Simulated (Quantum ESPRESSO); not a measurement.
# FeClO: non-collinear starts

Wanted: energies and final angles of several spin textures of FeClO

Program: Quantum ESPRESSO 7.5. Level of theory: LDA with U = 3.6 eV on Fe d (ortho-atomic projectors); plane waves with GBRV 1.5 LDA potentials, no spin-orbit coupling. Results are calculated unless marked as measured.

## 1. The starting structure

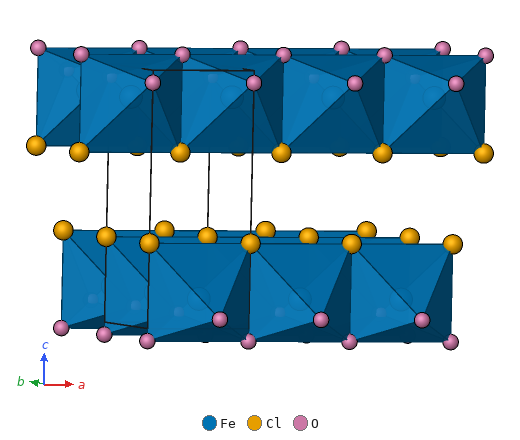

The starting structure, seen slightly off an axis (iron blue, chlorine orange, oxygen pink). 3×2×1 cells are drawn. Some periodic images of atoms are drawn too.

As a file:

```cif
data_structure
_symmetry_space_group_name_H-M 'P 1'
_symmetry_Int_Tables_number 1
_cell_length_a 3.3020
_cell_length_b 3.7800
_cell_length_c 7.9170
_cell_angle_alpha 90.000
_cell_angle_beta 90.000
_cell_angle_gamma 90.000
_cell_volume 98.82
loop_
_atom_site_label
_atom_site_type_symbol
_atom_site_fract_x
_atom_site_fract_y
_atom_site_fract_z
_atom_site_occupancy
Fe1 Fe 0.50000 0.00000 0.11568 1
Fe2 Fe 0.00000 0.50000 0.88432 1
Cl3 Cl 0.00000 0.00000 0.33003 1
Cl4 Cl 0.50000 0.50000 0.66997 1
O5 O 0.00000 0.00000 0.95168 1
O6 O 0.50000 0.50000 0.04832 1
```

The cell comes from the Crystallography Open Database.

## 2. Start 1: collinear parallel

The input, pw.in:

```
&CONTROL
  calculation = 'scf'
  prefix = 'pwscf'
  outdir = './tmp'
  pseudo_dir = './pseudo'
  disk_io = 'nowf'
/
&SYSTEM
  ibrav = 0
  celldm(1) = 8
  nat = 6
  ntyp = 3
  ecutwfc = 34
  ecutrho = 238
  nbnd = 78
  occupations = 'smearing'
  smearing = 'fd'
  degauss = 0.00734986
  noncolin = .true.
  starting_magnetization(1) = 0.25
  angle1(1) = 0
  angle2(1) = 0
  starting_magnetization(2) = 0
  starting_magnetization(3) = 0
  nosym = .true.
/
&ELECTRONS
  conv_thr = 1.2d-08
  electron_maxstep = 150
  mixing_beta = 0.3
/
ATOMIC_SPECIES
Fe     55.8450 fe_lda_v1.5.uspp.F.UPF
Cl     35.4500 cl_lda_v1.4.uspp.F.UPF
O      15.9990 o_lda_v1.2.uspp.F.UPF
CELL_PARAMETERS alat
   0.7799844579393    0.0000000000000    0.0000000000000
   0.0000000000000    0.8928955938857    0.0000000000000
   0.0000000000000    0.0000000000000    1.8701202160828
ATOMIC_POSITIONS crystal
Fe      0.5000000000    0.0000000000    0.1156800000
Fe      0.0000000000    0.5000000000    0.8843200000
Cl      0.0000000000    0.0000000000    0.3300300000
Cl      0.5000000000    0.5000000000    0.6699700000
O       0.0000000000    0.0000000000    0.9516800000
O       0.5000000000    0.5000000000    0.0483200000
K_POINTS automatic
4 4 2 0 0 0
HUBBARD {ortho-atomic}
U Fe-3d 3.6000
```

Started as:

```sh
OMP_NUM_THREADS=1 mpirun -n 4 pw.x -nk 4 -in pw.in > pw.out
```

Log:

```text
Program PWSCF v.7.5 starts

     K-points division:     npool     =       4
     Subspace diagonalization in iterative solution of the eigenvalue problem:

     bravais-lattice index     =            0
     lattice parameter (alat)  =       8.0000  a.u.
     unit-cell volume          =     666.8469 (a.u.)^3
     number of atoms/cell      =            6
     number of atomic types    =            3
     number of electrons       =        58.00
     number of Kohn-Sham states=           78
     kinetic-energy cutoff     =      34.0000  Ry
     charge density cutoff     =     238.0000  Ry
     scf convergence threshold =      1.2E-08
     mixing beta               =       0.3000
     number of iterations used =            8  plain     mixing
     Exchange-correlation= SLA  PZ   NOGX NOGC
                           (   1   1   0   0   0   0   0)
     Noncollinear calculation without spin-orbit

     Hubbard projectors: ortho-atomic
     Hubbard parameters of DFT+U (Dudarev formulation) in eV:
     U(Fe-3d) =  3.6000

     Internal variables: lda_plus_u =T, lda_plus_u_kind = 0

     Internal variables: orbital_resolved =F, hub_pot_fix =F, apply_U = F

     celldm(1)=   8.000000  celldm(2)=   0.000000  celldm(3)=   0.000000
     celldm(4)=   0.000000  celldm(5)=   0.000000  celldm(6)=   0.000000

     crystal axes: (cart. coord. in units of alat)
               a(1) = (   0.779984   0.000000   0.000000 )
               a(2) = (   0.000000   0.892896   0.000000 )
               a(3) = (   0.000000   0.000000   1.870120 )

     reciprocal axes: (cart. coord. in units 2 pi/alat)
               b(1) = (  1.282077  0.000000  0.000000 )
               b(2) = (  0.000000  1.119952  0.000000 )
               b(3) = (  0.000000  0.000000  0.534725 )

     PseudoPot. # 1 for Fe read from file:
     fe_lda_v1.5.uspp.F.UPF
     Pseudo is Ultrasoft + core correction, Zval = 16.0

     PseudoPot. # 2 for Cl read from file:
     cl_lda_v1.4.uspp.F.UPF
     Pseudo is Ultrasoft + core correction, Zval =  7.0

     PseudoPot. # 3 for O  read from file:
     o_lda_v1.2.uspp.F.UPF
     Pseudo is Ultrasoft + core correction, Zval =  6.0

     atomic species   valence    mass     pseudopotential
     Fe               16.00    55.84500     Fe( 1.00)
     Cl                7.00    35.45000     Cl( 1.00)
     O                 6.00    15.99900     O ( 1.00)

     No symmetry found

   Cartesian axes

     site n.     atom                  positions (alat units)
         1        Fe     tau(   1) = (   0.3899922   0.0000000   0.2163355  )
         2        Fe     tau(   2) = (   0.0000000   0.4464478   1.6537847  )
         3        Cl     tau(   3) = (   0.0000000   0.0000000   0.6171958  )
         4        Cl     tau(   4) = (   0.3899922   0.4464478   1.2529244  )
         5        O      tau(   5) = (   0.0000000   0.0000000   1.7797560  )
         6        O      tau(   6) = (   0.3899922   0.4464478   0.0903642  )

     number of k points=    32  Fermi-Dirac smearing, width (Ry)=  0.0073
                       cart. coord. in units 2pi/alat
        k(    1) = (   0.0000000   0.0000000   0.0000000), wk =   0.0312500
        k(    2) = (   0.0000000   0.0000000  -0.2673625), wk =   0.0312500
        k(    3) = (   0.0000000   0.2799879   0.0000000), wk =   0.0312500
        k(    4) = (   0.0000000   0.2799879  -0.2673625), wk =   0.0312500
        k(    5) = (   0.0000000  -0.5599759   0.0000000), wk =   0.0312500
        [... 27 further k-points ...]

     Dense  grid:    41381 G-vectors     FFT dimensions: (  32,  36,  75)

     Smooth grid:    17887 G-vectors     FFT dimensions: (  24,  27,  60)

     Check: negative core charge=   -0.000014
     Generating pointlists ...
     new r_m :   0.1914 (alat units)  1.5308 (a.u.) for type    1
     new r_m :   0.2307 (alat units)  1.8456 (a.u.) for type    2
     new r_m :   0.1914 (alat units)  1.5308 (a.u.) for type    3

     Initial potential from superposition of free atoms

     starting charge      56.0000, renormalised to      58.0000

     negative rho (up, down):  3.108E-02 0.000E+00

     STARTING HUBBARD OCCUPATIONS:

     ================= HUBBARD OCCUPATIONS ================
     ------------------------ ATOM    1 ------------------------
     Tr[ns(  1)] (up, down, total) =   5.00000  0.00000  5.00000
     [... lines left out ...]
     Atomic magnetic moment mx, my, mz =     0.000000    0.000000    5.000000
     ------------------------ ATOM    2 ------------------------
     Tr[ns(  2)] (up, down, total) =   5.00000  0.00000  5.00000
     [... lines left out ...]
     Atomic magnetic moment mx, my, mz =     0.000000    0.000000    5.000000

     Number of occupied Hubbard levels =   10.0000

 ==============================================================================
     atom number    1 relative position :    0.3900   0.0000   0.2163
     charge :    13.090042  (integrated on a sphere of radius 0.191)
     magnetization :          0.000000    0.000000    3.247252
     magnetization/charge:    0.000000    0.000000    0.248070
     polar coord.: r, theta, phi [deg] :     3.247252    0.000000  360.000000

 ==============================================================================

[...]
------------------------ ATOM    2 ------------------------
     Tr[ns(  2)] (up, down, total) =   4.94402  0.37306  5.31708
     [... lines left out ...]
     Atomic magnetic moment mx, my, mz =     0.000000    0.000000    4.570954

     Number of occupied Hubbard levels =   10.6342

     negative rho (up, down):  3.046E-02 0.000E+00

     total energy              =    -631.31357948 Ry
     estimated scf accuracy    <       1.53766294 Ry

     total magnetization       =     0.00    -0.00    10.00 Bohr mag/cell
     absolute magnetization    =    10.00 Bohr mag/cell

     iteration #  2     ecut=    34.00 Ry     beta= 0.30
     Davidson diagonalization with overlap
     ethr =  2.65E-03,  avg # of iterations =  2.0

     negative rho (up, down):  3.008E-02 0.000E+00

     total energy              =    -631.59637591 Ry
     estimated scf accuracy    <       0.20283052 Ry

     total magnetization       =     0.00     0.00     9.68 Bohr mag/cell
     absolute magnetization    =     9.68 Bohr mag/cell

     [... further iterations left out ...]

     iteration # 12     ecut=    34.00 Ry     beta= 0.30
     Davidson diagonalization with overlap
     ethr =  5.04E-10,  avg # of iterations =  2.0

     negative rho (up, down):  2.934E-02 0.000E+00

     total energy              =    -631.64327103 Ry
     estimated scf accuracy    <       0.00000001 Ry

     total magnetization       =    -0.00    -0.00    10.00 Bohr mag/cell
     absolute magnetization    =    10.00 Bohr mag/cell

     iteration # 13     ecut=    34.00 Ry     beta= 0.30
     Davidson diagonalization with overlap
     ethr =  2.25E-11,  avg # of iterations =  3.6

     negative rho (up, down):  2.934E-02 0.000E+00

 ==============================================================================
     atom number    1 relative position :    0.3900   0.0000   0.2163
     charge :    12.917210  (integrated on a sphere of radius 0.191)
     magnetization :         -0.000000   -0.000000    3.852062
     magnetization/charge:   -0.000000   -0.000000    0.298212
     polar coord.: r, theta, phi [deg] :     3.852062    0.000000  360.000000

 ==============================================================================

 ==============================================================================
     atom number    2 relative position :    0.0000   0.4464   1.6538
     charge :    12.917205  (integrated on a sphere of radius 0.191)
     magnetization :         -0.000000   -0.000000    3.852065
     magnetization/charge:   -0.000000   -0.000000    0.298212
     polar coord.: r, theta, phi [deg] :     3.852065    0.000000  360.000000

 ==============================================================================

 ==============================================================================
     atom number    3 relative position :    0.0000   0.0000   0.6172
     charge :     5.126636  (integrated on a sphere of radius 0.231)
     magnetization :         -0.000000   -0.000000    0.213983
     magnetization/charge:   -0.000000   -0.000000    0.041739
     polar coord.: r, theta, phi [deg] :     0.213983    0.000000  360.000000

 ==============================================================================

 ==============================================================================
     atom number    4 relative position :    0.3900   0.4464   1.2529
     charge :     5.126638  (integrated on a sphere of radius 0.231)
     magnetization :         -0.000000   -0.000000    0.213982
     magnetization/charge:   -0.000000   -0.000000    0.041739
     polar coord.: r, theta, phi [deg] :     0.213982    0.000000  360.000000

 ==============================================================================

 ==============================================================================
     atom number    5 relative position :    0.0000   0.0000   1.7798
     charge :     5.404941  (integrated on a sphere of radius 0.191)
     magnetization :         -0.000000   -0.000000    0.427604
     magnetization/charge:   -0.000000   -0.000000    0.079114
     polar coord.: r, theta, phi [deg] :     0.427604    0.000000  360.000000

 ==============================================================================

 ==============================================================================
     atom number    6 relative position :    0.3900   0.4464   0.0904
     charge :     5.404933  (integrated on a sphere of radius 0.191)
     magnetization :         -0.000000   -0.000000    0.427606
     magnetization/charge:   -0.000000   -0.000000    0.079114
     polar coord.: r, theta, phi [deg] :     0.427606    0.000000  360.000000

 ==============================================================================

     End of self-consistent calculation

     ================= HUBBARD OCCUPATIONS ================
     ------------------------ ATOM    1 ------------------------
     Tr[ns(  1)] (up, down, total) =   4.97861  0.79267  5.77128
     [... lines left out ...]
     Atomic magnetic moment mx, my, mz =    -0.000000   -0.000000    4.185938
     ------------------------ ATOM    2 ------------------------
     Tr[ns(  2)] (up, down, total) =   4.97861  0.79266  5.77127
     [... lines left out ...]
     Atomic magnetic moment mx, my, mz =    -0.000000   -0.000000    4.185943

     Number of occupied Hubbard levels =   11.5425
     [... lines left out ...]
     the Fermi energy is     5.9353 ev

!    total energy              =    -631.64327105 Ry
     estimated scf accuracy    <          2.3E-09 Ry
     smearing contrib. (-TS)   =      -0.00020799 Ry
     internal energy E=F+TS    =    -631.64306307 Ry

     The total energy is F=E-TS. E is the sum of the following terms:
     one-electron contribution =    -660.55797840 Ry
     hartree contribution      =     347.94388164 Ry
     xc contribution           =     -90.72016961 Ry
     ewald contribution        =    -228.48034392 Ry
     Hubbard energy            =       0.17154722 Ry

     total magnetization       =    -0.00    -0.00    10.00 Bohr mag/cell
     absolute magnetization    =    10.00 Bohr mag/cell

     convergence has been achieved in  13 iterations

=------------------------------------------------------------------------------=
   JOB DONE.
=------------------------------------------------------------------------------=
```

Wall time 84 s (4 MPI ranks of Arm Neoverse V1, shared host); peak memory 0.72 GiB.

Spin moment in the atom's sphere by atom:

| atom | x (μB) | y (μB) | z (μB) | size |
| --- | --- | --- | --- | --- |
| Fe1 | 0.00 | 0.00 | 3.85 | 3.85 |
| Fe2 | 0.00 | 0.00 | 3.85 | 3.85 |
| Cl3 | 0.00 | 0.00 | 0.21 | 0.21 |
| Cl4 | 0.00 | 0.00 | 0.21 | 0.21 |
| O5 | 0.00 | 0.00 | 0.43 | 0.43 |
| O6 | 0.00 | 0.00 | 0.43 | 0.43 |

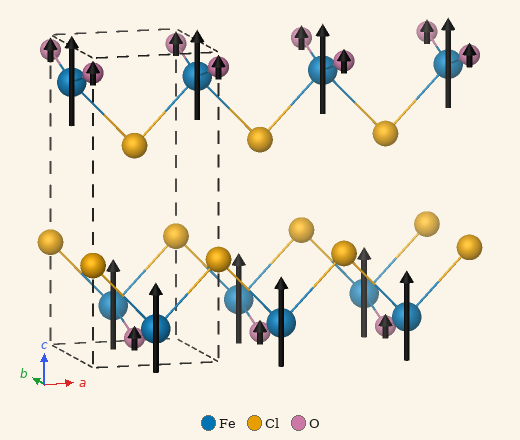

Spin moment in the atom's sphere as arrows, the longest 3.85 μB. Each arrow also spans its atom, so small moments look longer than they are. 3×1×1 cells are drawn. Some periodic images of atoms are drawn too.

Read from the output:

```
smearing term TS       : 0.002830 eV
magnetization          : 0, 0, 9.996 μB
absolute magnetization : 9.999 μB
final state            : ferromagnetic
```

## 3. Start 2: collinear alternating

Edit pw.in of step 2 so:

```diff
@@ -11,3 +11,3 @@
   nat = 6
-  ntyp = 3
+  ntyp = 4
   ecutwfc = 34
@@ -22,4 +22,7 @@
   angle2(1) = 0
-  starting_magnetization(2) = 0
+  starting_magnetization(2) = 0.25
+  angle1(2) = 180
+  angle2(2) = 0
   starting_magnetization(3) = 0
+  starting_magnetization(4) = 0
   nosym = .true.
@@ -32,3 +35,4 @@
 ATOMIC_SPECIES
-Fe     55.8450 fe_lda_v1.5.uspp.F.UPF
+Fe1    55.8450 fe_lda_v1.5.uspp.F.UPF
+Fe2    55.8450 fe_lda_v1.5.uspp.F.UPF
 Cl     35.4500 cl_lda_v1.4.uspp.F.UPF
@@ -40,4 +44,4 @@
 ATOMIC_POSITIONS crystal
-Fe      0.5000000000    0.0000000000    0.1156800000
-Fe      0.0000000000    0.5000000000    0.8843200000
+Fe1     0.5000000000    0.0000000000    0.1156800000
+Fe2     0.0000000000    0.5000000000    0.8843200000
 Cl      0.0000000000    0.0000000000    0.3300300000
@@ -49,2 +53,3 @@
 HUBBARD {ortho-atomic}
-U Fe-3d 3.6000
+U Fe1-3d 3.6000
+U Fe2-3d 3.6000
```

Log:

```text
     [... lines left out ...]
Program PWSCF v.7.5 starts
     [... lines left out ...]
     number of atoms/cell      =            6
     [... lines left out ...]
     number of electrons       =        58.00
     number of Kohn-Sham states=           78
     kinetic-energy cutoff     =      34.0000  Ry
     charge density cutoff     =     238.0000  Ry
     scf convergence threshold =      1.2E-08
     [... lines left out ...]
     Noncollinear calculation without spin-orbit
     [... lines left out ...]
     No symmetry found
     [... lines left out ...]
     number of k points=    32  Fermi-Dirac smearing, width (Ry)=  0.0073
     [... lines left out ...]
     iteration # 13     ecut=    34.00 Ry     beta= 0.30
     [... lines left out ...]
     atom number    1 relative position :    0.3900   0.0000   0.2163
     [... lines left out ...]
     magnetization :          0.000000    0.000000    3.815893
     [... lines left out ...]
     atom number    2 relative position :    0.0000   0.4464   1.6538
[...]
magnetization :          0.000000   -0.000000   -3.815896
[...]
atom number    3 relative position :    0.0000   0.0000   0.6172
[...]
magnetization :          0.000000    0.000000    0.187221
     [... lines left out ...]
     atom number    4 relative position :    0.3900   0.4464   1.2529
     [... lines left out ...]
     magnetization :          0.000000   -0.000000   -0.187220
     [... lines left out ...]
     atom number    5 relative position :    0.0000   0.0000   1.7798
     [... lines left out ...]
     magnetization :          0.000000    0.000000   -0.022002
     [... lines left out ...]
     atom number    6 relative position :    0.3900   0.4464   0.0904
     [... lines left out ...]
     magnetization :          0.000000   -0.000000    0.022003
     [... lines left out ...]
     Tr[ns(  1)] (up, down, total) =   4.96914  0.81460  5.78374
     [... lines left out ...]
     Tr[ns(  2)] (up, down, total) =   0.81459  4.96914  5.78374
     [... lines left out ...]
     the Fermi energy is     6.0260 ev
!    total energy              =    -631.65142820 Ry
     estimated scf accuracy    <          4.6E-09 Ry
     smearing contrib. (-TS)   =      -0.00018731 Ry
     [... lines left out ...]
     total magnetization       =     0.00     0.00    -0.00 Bohr mag/cell
     absolute magnetization    =     9.06 Bohr mag/cell
     convergence has been achieved in  13 iterations
```

Wall time 83 s (4 MPI ranks); peak memory 0.73 GiB.

Spin moment in the atom's sphere by atom:

| atom | x (μB) | y (μB) | z (μB) | size |
| --- | --- | --- | --- | --- |
| Fe1 | 0.00 | 0.00 | 3.82 | 3.82 |
| Fe2 | 0.00 | 0.00 | -3.82 | 3.82 |
| Cl3 | 0.00 | 0.00 | 0.19 | 0.19 |
| Cl4 | 0.00 | 0.00 | -0.19 | 0.19 |
| O5 | 0.00 | 0.00 | -0.02 | 0.02 |
| O6 | 0.00 | 0.00 | 0.02 | 0.02 |

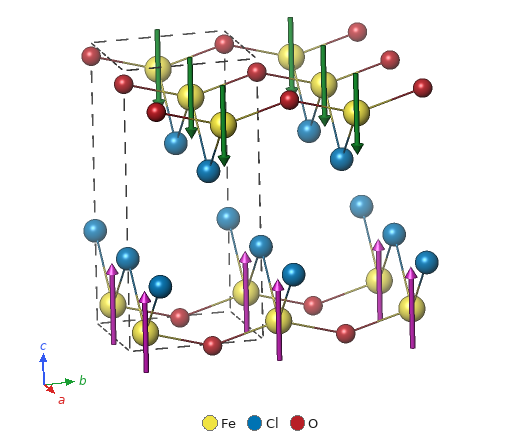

Spin moment in the atom's sphere as arrows, the longest 3.82 μB. The two directions have two colours. 2×2×1 cells are drawn. Some periodic images of atoms are drawn too.

This step gave:

```
smearing term TS       : 0.002548 eV
magnetization          : 0, 0, 0 μB
absolute magnetization : 9.062 μB
final state            : antiferromagnetic
```

[end of part 1 of 2]

[Logs and program files are shortened in this print: banners, set-up blocks, solver, clock and traceback lines can be left out without a mark of their own.]

[Logs are printed without paths, hosts, clocks, repeated set-up lines and the standing remarks that a program may print on its own settings, such as how far it seeks lower states.]

[Hosts, paths, dates, database ids (printed as entryN), source tags and the programs' standing remarks are cut or masked in the printed files.]

[Where a cell is said to come from a database of computed structures, the database is the Materials Project.]
